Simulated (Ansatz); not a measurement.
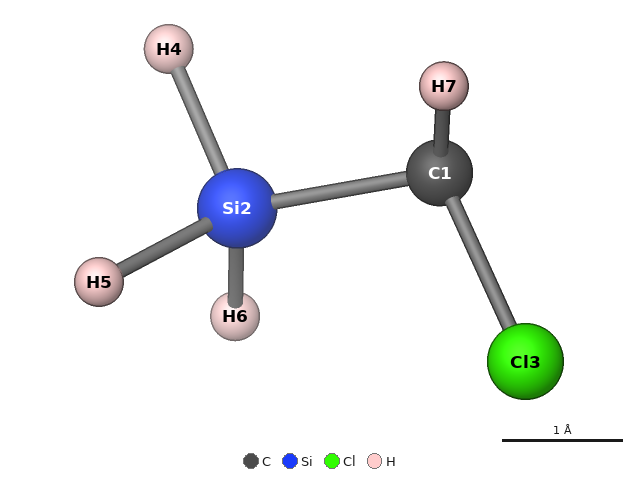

Orthographic view. Distant atoms are faded towards the background colour. The species has charge −1 and is a spin singlet. The geometry was computed by an optimisation with PBE-D4/def2-SVPD. No frequency run is at hand to confirm it as a minimum.

Write a Z-matrix (Å, degrees) in the order of the atom numbers, with these reference atoms: 2 to 1; 3 to 1, 2; 4 to 2, 1, 3; 5 to 2, 4, 1; 6 to 2, 4, 5; 7 to 1, 2, 6.

```
C  
Si   1   1.831
Cl   1   1.882   2   110.4
H    2   1.525   1   108.0   3   175.1
H    2   1.553   4   103.2   1   133.9
H    2   1.523   4   105.8   5   105.4
H    1   1.112   2   113.3   6   175.2
```
